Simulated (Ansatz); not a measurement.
# C₃H₅OSi radical: up Jacob's ladder to CCSD(T)

How much do the methods differ for C₃H₅OSi radical? The plan is to run it at one geometry with functionals of several rungs and with coupled cluster. The yardstick is the atomisation energy at the CCSD(T) limit.

Program: Ansatz 0.2.0, Gaussian basis. Level of theory: functionals in def2-TZVPP, the program's frozen cores in correlated methods. These are calculated values, not measurements.

Plan: LDA (SPW92), PBE-D4, revPBE-D4, BLYP-D4, r2SCAN-D4, B97M-V, PBE0-D4, B3LYP-D4, r2SCANh-D4, r2SCAN0-D4, HSE06-D4, BHLYP-D4, CAM-B3LYP-D4, LC-ωPBE, ωB97X-V, ωB97M-V, B2PLYP, PBE-QIDH; CCSD(T)/def2-SVP; CCSD(T)/def2-TZVPP; MP2/def2-QZVPP; extrapolation to the limit; RPA on PBE.

## 1. Structure used throughout

An earlier PBE0-D4 in a triple-zeta def2 set relaxation fixed the geometry.

SMILES `C#C[SiH]OC`, 10 atoms, charge 0, spin multiplicity 2.

Atoms are counted from 1 here; the program's logs count them from 0.

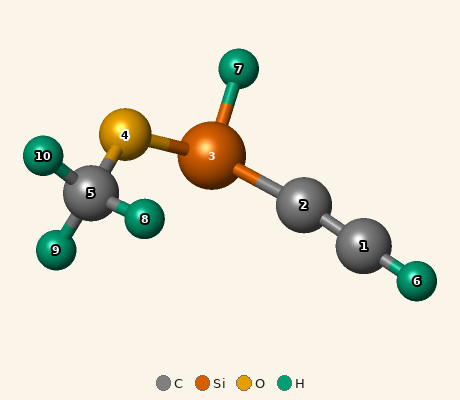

The geometry (carbon grey, silicon orange, oxygen amber, hydrogen teal); atoms are numbered from 1 in the order of the file.

## 2. LDA

This LDA is Slater exchange with PW92 correlation.

in.yaml

```yaml
crystal:
  periodic: [false, false, false]
  atoms:
    - {symbol: C, position_ang: [-0.838816, -2.331697, 0.733002]}
    - {symbol: C, position_ang: [0.023801, -1.487197, 0.650463]}
    - {symbol: Si, position_ang: [1.377447, -0.312281, 0.347750]}
    - {symbol: O, position_ang: [0.809265, 1.187104, 0.009436]}
    - {symbol: C, position_ang: [-0.269496, 1.469624, -0.854536]}
    - {symbol: H, position_ang: [-1.599734, -3.073292, 0.821105]}
    - {symbol: H, position_ang: [2.247441, -0.177346, 1.541732]}
    - {symbol: H, position_ang: [-1.138105, 0.843813, -0.626714]}
    - {symbol: H, position_ang: [0.013750, 1.313077, -1.900188]}
    - {symbol: H, position_ang: [-0.542353, 2.516996, -0.719149]}
basis:
  gaussian: {orbitals: def2-TZVPP}
magnetization: {spin_polarized: true, initial_magnetization: 1}
hamiltonian: {xc: lda}
output: {orbitals: {seedname: orbitals}}
```

Command:

```
ansatz run in.yaml --threads 4 --pin off --events-out ev --progress --plain --max-ram 10444MiB
```

The log of the run (excerpt; [...] marks lines left out):

```text
Functional definition: SPW92
  name "SPW92"
  cite "Dirac, Proc. Camb. Phil. Soc. 26, 376 (1930) doi:10.1017/S0305004100016108"
  cite "Slater, Phys. Rev. 81, 385 (1951) doi:10.1103/PhysRev.81.385"
  cite "Perdew & Wang, Phys. Rev. B 45, 13244 (1992) doi:10.1103/PhysRevB.45.13244"
[...]
1274 factors; their error is unknown
[...]
mean field -13041.02959896 eV, -479.2489982346 hartree, gradient 4.2e-5 eV, S^2 0.751482; 0 other end points of the search recorded, 0 dependent functions left out
reference -13041.02963960 eV, -479.2489997279 hartree; 23, 22 occupied and 213, 214 virtual orbitals, 1274 factors
Total energy: -13041.02963960 eV, -479.2489997279 hartree
```

Wall time 1.4 s (4 threads of Arm Neoverse V2, shared host); peak memory 0.33 GiB.

Atomisation energy: 4555.4 kJ/mol (free atoms -12993.817 eV, run apart). HOMO -4.62 eV, LUMO -3.56 eV.

## 3. PBE-D4 (GGA)

in.yaml: that of step 2 with these lines changed.

```diff
@@ -16,3 +16,3 @@
 magnetization: {spin_polarized: true, initial_magnetization: 1}
-hamiltonian: {xc: lda}
-output: {orbitals: {seedname: orbitals}}
+hamiltonian: {xc: pbe, dispersion: d4}
+output: {forces: true, orbitals: {seedname: orbitals}}
```

Launched as before.

The log of the run (excerpt; [...] marks lines left out):

```text
Functional definition: PBE
  name "PBE"
  cite "Perdew, Burke & Ernzerhof, Phys. Rev. Lett. 77, 3865 (1996) doi:10.1103/PhysRevLett.77.3865"
  parent pbe
[...]
1274 factors; their error is unknown
[...]
mean field -13106.64951784 eV, -481.6604857744 hartree, gradient 4.8e-5 eV, S^2 0.752911; 0 other end points of the search recorded, 0 dependent functions left out
[...]
Atom 6 at     2.247441    -0.177346     1.541732 Å, force     0.098972     0.036857     0.140892 eV/Å
Atom 7 at    -1.138105     0.843813    -0.626714 Å, force    -0.199888    -0.130153     0.032248 eV/Å
Atom 8 at     0.013750     1.313077    -1.900188 Å, force     0.044598    -0.027047    -0.231066 eV/Å
Atom 9 at    -0.542353     2.516996    -0.719149 Å, force    -0.064371     0.228195     0.019173 eV/Å
Dipole moment:    -0.270843    -0.039473    -0.152729 e Å
```

Run time: 2.9 s. Hardware: 4 threads of Arm Neoverse V2, shared host; peak memory 0.34 GiB.

Atomisation energy: 4068.7 kJ/mol (free atoms -13064.691 eV, run apart). HOMO -4.63 eV, LUMO -3.14 eV.

## 4. revPBE-D4 (GGA)

in.yaml: that of step 3 with these lines changed.

```diff
@@ -16,3 +16,3 @@
 magnetization: {spin_polarized: true, initial_magnetization: 1}
-hamiltonian: {xc: pbe, dispersion: d4}
-output: {forces: true, orbitals: {seedname: orbitals}}
+hamiltonian: {xc: {name: revPBE}, dispersion: d4}
+output: {orbitals: {seedname: orbitals}}
```

The command is unchanged.

The log of the run (excerpt; [...] marks lines left out):

```text
Functional definition: revPBE
  name "revPBE"
  cite "Zhang & Yang, Phys. Rev. Lett. 80, 890 (1998) doi:10.1103/PhysRevLett.80.890"
  cite "Perdew, Burke & Ernzerhof, Phys. Rev. Lett. 77, 3865 (1996) doi:10.1103/PhysRevLett.77.3865"
[...]
1274 factors; their error is unknown
[...]
mean field -13113.99735968 eV, -481.9305139815 hartree, gradient 7.0e-5 eV, S^2 0.753343; 0 other end points of the search recorded, 0 dependent functions left out
reference -13113.99741549 eV, -481.9305160325 hartree; 23, 22 occupied and 213, 214 virtual orbitals, 1274 factors
Total energy: -13114.64169027 eV, -481.9541926941 hartree
```

Wall time 2.6 s (4 threads of Arm Neoverse V2, shared host); peak memory 0.34 GiB.

With the free atoms at this level, -13073.547 eV in sum, the atomisation energy is 3965.0 kJ/mol. HOMO -4.61 eV, LUMO -3.00 eV.

## 5. BLYP-D4 (GGA)

in.yaml: that of step 4 with these lines changed.

```diff
@@ -16,3 +16,3 @@
 magnetization: {spin_polarized: true, initial_magnetization: 1}
-hamiltonian: {xc: {name: revPBE}, dispersion: d4}
+hamiltonian: {xc: {name: BLYP}, dispersion: d4}
 output: {orbitals: {seedname: orbitals}}
```

Launched as before.

The log of the run (excerpt; [...] marks lines left out):

```text
Functional definition: BLYP
  name "BLYP"
  cite "Becke, Phys. Rev. A 38, 3098 (1988) doi:10.1103/PhysRevA.38.3098"
  cite "Lee, Yang & Parr, Phys. Rev. B 37, 785 (1988) doi:10.1103/PhysRevB.37.785"
[...]
1274 factors; their error is unknown
[...]
mean field -13115.60867216 eV, -481.9897286229 hartree, gradient 5.4e-5 eV, S^2 0.752391; 0 other end points of the search recorded, 0 dependent functions left out
reference -13115.60905189 eV, -481.9897425778 hartree; 23, 22 occupied and 213, 214 virtual orbitals, 1274 factors
Total energy: -13116.07194108 eV, -482.0067534417 hartree
```

It took 2.6 s on 4 threads of Arm Neoverse V2, shared host; peak memory 0.34 GiB.

Atomisation energy: 3982.2 kJ/mol (free atoms -13074.799 eV, run apart). HOMO -4.43 eV, LUMO -3.15 eV.

## 6. r2SCAN-D4 (meta-GGA)

in.yaml: that of step 5 with these lines changed.

```diff
@@ -16,3 +16,3 @@
 magnetization: {spin_polarized: true, initial_magnetization: 1}
-hamiltonian: {xc: {name: BLYP}, dispersion: d4}
-output: {orbitals: {seedname: orbitals}}
+hamiltonian: {xc: r2scan, dispersion: d4}
+output: {forces: true, orbitals: {seedname: orbitals}}
```

Same command.

The log of the run (excerpt; [...] marks lines left out):

```text
Functional definition: r2SCAN
  name "r2SCAN"
  cite "Furness, Kaplan, Ning, Perdew & Sun, J. Phys. Chem. Lett. 11, 8208 (2020) doi:10.1021/acs.jpclett.0c02405"
  cite "Furness, Kaplan, Ning, Perdew & Sun, J. Phys. Chem. Lett. 11, 9248 (2020) doi:10.1021/acs.jpclett.0c03077"
  parent r2scan
[...]
1274 factors; their error is unknown
[...]
Atom 6 at     2.247441    -0.177346     1.541732 Å, force    -0.009195     0.001754    -0.020043 eV/Å
Atom 7 at    -1.138105     0.843813    -0.626714 Å, force     0.006974     0.000886     0.000104 eV/Å
Atom 8 at     0.013750     1.313077    -1.900188 Å, force    -0.000825     0.000718     0.009727 eV/Å
Atom 9 at    -0.542353     2.516996    -0.719149 Å, force     0.008425    -0.016515    -0.001680 eV/Å
Dipole moment:    -0.278612    -0.058263    -0.158053 e Å
```

It took 6.5 s on 4 threads of Arm Neoverse V2, shared host; peak memory 0.39 GiB.

With the free atoms at this level, -13072.303 eV in sum, the atomisation energy is 3987.8 kJ/mol. HOMO -4.96 eV, LUMO -2.71 eV.

## 7. B97M-V (meta-GGA)

in.yaml: that of step 6 with these lines changed.

```diff
@@ -16,3 +16,3 @@
 magnetization: {spin_polarized: true, initial_magnetization: 1}
-hamiltonian: {xc: r2scan, dispersion: d4}
-output: {forces: true, orbitals: {seedname: orbitals}}
+hamiltonian: {xc: {name: B97M-V}}
+output: {orbitals: {seedname: orbitals}}
```

The command is unchanged.

The log of the run (excerpt; [...] marks lines left out):

```text
Functional definition: B97M-V
  name "B97M-V"
  cite "Mardirossian & Head-Gordon, J. Chem. Phys. 142, 074111 (2015) doi:10.1063/1.4907719"
  cite "Becke, J. Chem. Phys. 107, 8554 (1997) doi:10.1063/1.475007"
  cite "Vydrov & Van Voorhis, J. Chem. Phys. 133, 244103 (2010) doi:10.1063/1.3521275"
  # Of w^i u^j: cxij and so on, Table III.
[...]
  gx(w, u) = cx00 + cx01*u + cx02*u^2 + (cx10 + cx11*u)*w
[...]
  gos(w, u) = cos00 + cos01*u + cos03*u^3 + cos10*w + cos32*w^3*u^2
[...]
      + integral(e_c_pw_mod_opposite_spin*gos(b97_w_opposite, b97_u_opposite)) + vv10(b, c)
1274 factors; their error is unknown
[...]
mean field -13114.63494337 eV, -481.9539447499 hartree, gradient 1.3e-5 eV, S^2 0.753938; 0 other end points of the search recorded, 0 dependent functions left out
reference -13114.63500810 eV, -481.9539471290 hartree; 23, 22 occupied and 213, 214 virtual orbitals, 1274 factors
Total energy: -13114.63500810 eV, -481.9539471290 hartree
```

Run time: 11 s. Hardware: 4 threads of Arm Neoverse V2, shared host; peak memory 0.51 GiB.

Atomisation energy: 3972.1 kJ/mol (free atoms -13073.468 eV, run apart). HOMO -4.70 eV, LUMO -3.24 eV.

## 8. PBE0-D4 (hybrid)

in.yaml: that of step 7 with these lines changed.

```diff
@@ -16,3 +16,3 @@
 magnetization: {spin_polarized: true, initial_magnetization: 1}
-hamiltonian: {xc: {name: B97M-V}}
+hamiltonian: {xc: pbe0, dispersion: d4}
 output: {orbitals: {seedname: orbitals}}
```

The command is unchanged.

The log of the run (excerpt; [...] marks lines left out):

```text
Functional definition: PBE0
  name "PBE0"
  cite "Adamo & Barone, J. Chem. Phys. 110, 6158 (1999) doi:10.1063/1.478522"
  cite "Perdew, Burke & Ernzerhof, Phys. Rev. Lett. 77, 3865 (1996) doi:10.1103/PhysRevLett.77.3865"
  parent pbe
[...]
1277 factors; their error is unknown
[...]
mean field -13107.66306001 eV, -481.6977327622 hartree, gradient 5.7e-5 eV, S^2 0.754976; 0 other end points of the search recorded, 0 dependent functions left out
reference -13107.66309319 eV, -481.6977339817 hartree; 23, 22 occupied and 213, 214 virtual orbitals, 1277 factors
Total energy: -13107.84142768 eV, -481.7042876534 hartree
```

Run time: 4.1 s. Hardware: 4 threads of Arm Neoverse V2, shared host; peak memory 0.72 GiB.

With the free atoms at this level, -13066.619 eV in sum, the atomisation energy is 3977.4 kJ/mol. HOMO -5.77 eV, LUMO -2.22 eV.

## 9. B3LYP-D4 (hybrid)

B3LYP here takes the VWN-RPA correlation.

in.yaml: that of step 8 with these lines changed.

```diff
@@ -16,3 +16,3 @@
 magnetization: {spin_polarized: true, initial_magnetization: 1}
-hamiltonian: {xc: pbe0, dispersion: d4}
-output: {orbitals: {seedname: orbitals}}
+hamiltonian: {xc: {name: B3LYP}, dispersion: d4}
+output: {forces: true, orbitals: {seedname: orbitals}}
```

Same command.

The log of the run (excerpt; [...] marks lines left out):

```text
Functional definition: B3LYP
  name "B3LYP"
  cite "Stephens, Devlin, Chabalowski & Frisch, J. Phys. Chem. 98, 11623 (1994) doi:10.1021/j100096a001"
  cite "Becke, Phys. Rev. A 38, 3098 (1988) doi:10.1103/PhysRevA.38.3098"
  cite "Lee, Yang & Parr, Phys. Rev. B 37, 785 (1988) doi:10.1103/PhysRevB.37.785"
  cite "Vosko, Wilk & Nusair, Can. J. Phys. 58, 1200 (1980) doi:10.1139/p80-159"
[...]
1277 factors; their error is unknown
[...]
Atom 6 at     2.247441    -0.177346     1.541732 Å, force    -0.044569    -0.006690    -0.048148 eV/Å
Atom 7 at    -1.138105     0.843813    -0.626714 Å, force     0.043479     0.042825    -0.019733 eV/Å
Atom 8 at     0.013750     1.313077    -1.900188 Å, force    -0.019395     0.010641     0.049729 eV/Å
Atom 9 at    -0.542353     2.516996    -0.719149 Å, force     0.006003    -0.055492    -0.018174 eV/Å
Dipole moment:    -0.274836    -0.067315    -0.163078 e Å
```

It took 5 s on 4 threads of Arm Neoverse V2, shared host; peak memory 0.72 GiB.

Atomisation energy: 3970.4 kJ/mol (free atoms -13077.182 eV, run apart). HOMO -5.49 eV, LUMO -2.60 eV.

## 10. r2SCANh-D4 (hybrid)

in.yaml: that of step 9 with these lines changed.

```diff
@@ -16,3 +16,3 @@
 magnetization: {spin_polarized: true, initial_magnetization: 1}
-hamiltonian: {xc: {name: B3LYP}, dispersion: d4}
-output: {forces: true, orbitals: {seedname: orbitals}}
+hamiltonian: {xc: {name: r2SCANh}, dispersion: d4}
+output: {orbitals: {seedname: orbitals}}
```

The command is unchanged.

The log of the run (excerpt; [...] marks lines left out):

```text
Functional definition: r2SCANh
  name "r2SCANh"
  cite "Bursch, Neugebauer, Ehlert & Grimme, J. Chem. Phys. 156, 134105 (2022) doi:10.1063/5.0086040"
  cite "Furness, Kaplan, Ning, Perdew & Sun, J. Phys. Chem. Lett. 11, 8208 (2020) doi:10.1021/acs.jpclett.0c02405"
  cite "Furness, Kaplan, Ning, Perdew & Sun, J. Phys. Chem. Lett. 11, 9248 (2020) doi:10.1021/acs.jpclett.0c03077"
  parent r2scan
[...]
1274 factors; their error is unknown
[...]
mean field -13113.23785265 eV, -481.9026026129 hartree, gradient 7.3e-5 eV, S^2 0.757748; 0 other end points of the search recorded, 0 dependent functions left out
reference -13113.23786693 eV, -481.9026031378 hartree; 23, 22 occupied and 213, 214 virtual orbitals, 1274 factors
Total energy: -13113.29379241 eV, -481.9046583611 hartree
```

Run time: 7.5 s. Hardware: 4 threads of Arm Neoverse V2, shared host; peak memory 0.77 GiB.

Atomisation energy: 3956.1 kJ/mol (free atoms -13072.292 eV, run apart). HOMO -5.38 eV, LUMO -2.40 eV.

## 11. r2SCAN0-D4 (hybrid)

in.yaml: that of step 10 with these lines changed.

```diff
@@ -16,3 +16,3 @@
 magnetization: {spin_polarized: true, initial_magnetization: 1}
-hamiltonian: {xc: {name: r2SCANh}, dispersion: d4}
+hamiltonian: {xc: {name: r2SCAN0}, dispersion: d4}
 output: {orbitals: {seedname: orbitals}}
```

Launched as before.

The log of the run (excerpt; [...] marks lines left out):

```text
Functional definition: r2SCAN0
  name "r2SCAN0"
  cite "Bursch, Neugebauer, Ehlert & Grimme, J. Chem. Phys. 156, 134105 (2022) doi:10.1063/5.0086040"
  cite "Furness, Kaplan, Ning, Perdew & Sun, J. Phys. Chem. Lett. 11, 8208 (2020) doi:10.1021/acs.jpclett.0c02405"
  cite "Furness, Kaplan, Ning, Perdew & Sun, J. Phys. Chem. Lett. 11, 9248 (2020) doi:10.1021/acs.jpclett.0c03077"
  parent r2scan
[...]
1277 factors; their error is unknown
[...]
mean field -13112.75401914 eV, -481.8848220595 hartree, gradient 6.5e-5 eV, S^2 0.759404; 0 other end points of the search recorded, 0 dependent functions left out
reference -13112.75403144 eV, -481.8848225114 hartree; 23, 22 occupied and 213, 214 virtual orbitals, 1277 factors
Total energy: -13112.81580345 eV, -481.8870925909 hartree
```

Wall time 7.5 s (4 threads of Arm Neoverse V2, shared host); peak memory 0.78 GiB.

Atomisation energy: 3910.5 kJ/mol (free atoms -13072.286 eV, run apart). HOMO -6.02 eV, LUMO -1.95 eV.

## 12. HSE06-D4 (hybrid)

HSE06 is the plane-wave form, built on full-range PBE exchange.

in.yaml: that of step 11 with these lines changed.

```diff
@@ -16,3 +16,3 @@
 magnetization: {spin_polarized: true, initial_magnetization: 1}
-hamiltonian: {xc: {name: r2SCAN0}, dispersion: d4}
+hamiltonian: {xc: hse06, dispersion: d4}
 output: {orbitals: {seedname: orbitals}}
```

The command is unchanged.

The log of the run (excerpt; [...] marks lines left out):

```text
Functional definition: HSE06
  name "HSE06"
  cite "Heyd, Scuseria & Ernzerhof, J. Chem. Phys. 118, 8207 (2003) doi:10.1063/1.1564060"
  cite "Krukau, Vydrov, Izmaylov & Scuseria, J. Chem. Phys. 125, 224106 (2006) doi:10.1063/1.2404663"
  cite "Heyd & Scuseria, J. Chem. Phys. 120, 7274 (2004) doi:10.1063/1.1668634"
  cite "Ernzerhof & Perdew, J. Chem. Phys. 109, 3313 (1998) doi:10.1063/1.476928"
[...]
1277 factors; their error is unknown
111 factors; integrals over basis functions are off by at most 3.5e-7 eV
[...]
mean field -13107.20888365 eV, -481.6810420888 hartree, gradient 1.1e-5 eV, S^2 0.754859; 0 other end points of the search recorded, 0 dependent functions left out
reference -13107.20892788 eV, -481.6810437142 hartree; 23, 22 occupied and 213, 214 virtual orbitals, 1277 factors
Total energy: -13107.37527652 eV, -481.6871569140 hartree
```

Run time: 4.8 s. Hardware: 4 threads of Arm Neoverse V2, shared host; peak memory 0.76 GiB.

Atomisation energy: 3980.9 kJ/mol (free atoms -13066.116 eV, run apart). HOMO -5.37 eV, LUMO -2.61 eV.

## 13. BHLYP-D4 (hybrid)

in.yaml: that of step 12 with these lines changed.

```diff
@@ -16,3 +16,3 @@
 magnetization: {spin_polarized: true, initial_magnetization: 1}
-hamiltonian: {xc: hse06, dispersion: d4}
+hamiltonian: {xc: {name: BHLYP}, dispersion: d4}
 output: {orbitals: {seedname: orbitals}}
```

Same command.

The log of the run (excerpt; [...] marks lines left out):

```text
Functional definition: BHLYP
  name "BHLYP"
  cite "Becke, J. Chem. Phys. 98, 1372 (1993) doi:10.1063/1.464304"
  cite "Becke, Phys. Rev. A 38, 3098 (1988) doi:10.1103/PhysRevA.38.3098"
  cite "Lee, Yang & Parr, Phys. Rev. B 37, 785 (1988) doi:10.1103/PhysRevB.37.785"
[...]
1445 factors; their error is unknown
[...]
mean field -13114.29616719 eV, -481.9414949550 hartree, gradient 7.3e-5 eV, S^2 0.757717; 0 other end points of the search recorded, 0 dependent functions left out
reference -13114.29635547 eV, -481.9415018742 hartree; 23, 22 occupied and 213, 214 virtual orbitals, 1445 factors
Total energy: -13114.55519032 eV, -481.9510138796 hartree
```

Wall time 4.8 s (4 threads of Arm Neoverse V2, shared host); peak memory 0.75 GiB.

With the free atoms at this level, -13074.801 eV in sum, the atomisation energy is 3835.7 kJ/mol. HOMO -6.74 eV, LUMO -1.41 eV.

## 14. CAM-B3LYP-D4 (range-separated)

in.yaml: that of step 13 with these lines changed.

```diff
@@ -16,3 +16,3 @@
 magnetization: {spin_polarized: true, initial_magnetization: 1}
-hamiltonian: {xc: {name: BHLYP}, dispersion: d4}
+hamiltonian: {xc: {name: CAM-B3LYP}, dispersion: d4}
 output: {orbitals: {seedname: orbitals}}
```

The command is unchanged.

The log of the run (excerpt; [...] marks lines left out):

```text
Functional definition: CAM-B3LYP
  name "CAM-B3LYP"
  cite "Yanai, Tew & Handy, Chem. Phys. Lett. 393, 51 (2004) doi:10.1016/j.cplett.2004.06.011"
  cite "Iikura, Tsuneda, Yanai & Hirao, J. Chem. Phys. 115, 3540 (2001) doi:10.1063/1.1383587"
  cite "Becke, Phys. Rev. A 38, 3098 (1988) doi:10.1103/PhysRevA.38.3098"
  cite "Lee, Yang & Parr, Phys. Rev. B 37, 785 (1988) doi:10.1103/PhysRevB.37.785"
[...]
  # Exact exchange under (alpha + beta erf(omega r))/r, Becke's under what is left of 1/r.
[...]
1277 factors; their error is unknown
315 factors; integrals over basis functions are off by at most 1.5e-5 eV
[...]
mean field -13114.93993662 eV, -481.9651530451 hartree, gradient 1.8e-5 eV, S^2 0.755305; 0 other end points of the search recorded, 0 dependent functions left out
reference -13114.94007299 eV, -481.9651580568 hartree; 23, 22 occupied and 213, 214 virtual orbitals, 1277 factors
Total energy: -13115.12133351 eV, -481.9718192581 hartree
```

Wall time 5.5 s (4 threads of Arm Neoverse V2, shared host); peak memory 0.84 GiB.

Atomisation energy: 3981.7 kJ/mol (free atoms -13073.854 eV, run apart). HOMO -6.96 eV, LUMO -1.32 eV.

## 15. LC-ωPBE (range-separated)

in.yaml: that of step 14 with these lines changed.

```diff
@@ -16,3 +16,3 @@
 magnetization: {spin_polarized: true, initial_magnetization: 1}
-hamiltonian: {xc: {name: CAM-B3LYP}, dispersion: d4}
+hamiltonian: {xc: {name: LC-wPBE}}
 output: {orbitals: {seedname: orbitals}}
```

Launched as before.

The log of the run (excerpt; [...] marks lines left out):

```text
Functional definition: LC-wPBE
  name "LC-wPBE"
  cite "Vydrov & Scuseria, J. Chem. Phys. 125, 234109 (2006) doi:10.1063/1.2409292"
  cite "Heyd & Scuseria, J. Chem. Phys. 120, 7274 (2004) doi:10.1063/1.1668634"
  cite "Ernzerhof & Perdew, J. Chem. Phys. 109, 3313 (1998) doi:10.1063/1.476928"
  cite "Perdew, Burke & Ernzerhof, Phys. Rev. Lett. 77, 3865 (1996) doi:10.1103/PhysRevLett.77.3865"
  parent pbe
[...]
1274 factors; their error is unknown
399 factors; integrals over basis functions are off by at most 3.0e-5 eV
[...]
mean field -13110.99780765 eV, -481.8202824778 hartree, gradient 7.1e-5 eV, S^2 0.757448; 0 other end points of the search recorded, 0 dependent functions left out
reference -13110.99780766 eV, -481.8202824781 hartree; 23, 22 occupied and 213, 214 virtual orbitals, 1274 factors
Total energy: -13110.99780766 eV, -481.8202824781 hartree
```

Wall time 3.6 s (4 threads of Arm Neoverse V2, shared host); peak memory 0.47 GiB.

With the free atoms at this level, -13070.062 eV in sum, the atomisation energy is 3949.7 kJ/mol. HOMO -8.36 eV, LUMO 0.08 eV.

## 16. ωB97X-V (range-separated)

in.yaml: that of step 15 with these lines changed.

```diff
@@ -16,3 +16,3 @@
 magnetization: {spin_polarized: true, initial_magnetization: 1}
-hamiltonian: {xc: {name: LC-wPBE}}
+hamiltonian: {xc: {name: wB97X-V}}
 output: {orbitals: {seedname: orbitals}}
```

Same command.

The log of the run (excerpt; [...] marks lines left out):

```text
Functional definition: wB97X-V
  name "wB97X-V"
  cite "Mardirossian & Head-Gordon, Phys. Chem. Chem. Phys. 16, 9904 (2014) doi:10.1039/C3CP54374A"
  cite "Becke, J. Chem. Phys. 107, 8554 (1997) doi:10.1063/1.475007"
  cite "Vydrov & Van Voorhis, J. Chem. Phys. 133, 244103 (2010) doi:10.1063/1.3521275"
[...]
      + integral(e_c_pw_opposite_spin*poly(b97_u_opposite, cos0, cos1)) + vv10(b, c)
1277 factors; their error is unknown
301 factors; integrals over basis functions are off by at most 1.2e-5 eV
[...]
mean field -13114.17780510 eV, -481.9371452284 hartree, gradient 6.7e-5 eV, S^2 0.755103; 0 other end points of the search recorded, 0 dependent functions left out
reference -13114.17780353 eV, -481.9371451709 hartree; 23, 22 occupied and 213, 214 virtual orbitals, 1277 factors
Total energy: -13114.17780353 eV, -481.9371451709 hartree
```

It took 11 s on 4 threads of Arm Neoverse V2, shared host; peak memory 0.95 GiB.

With the free atoms at this level, -13073.115 eV in sum, the atomisation energy is 3961.9 kJ/mol. HOMO -7.86 eV, LUMO -0.44 eV.

[end of part 1 of 2]
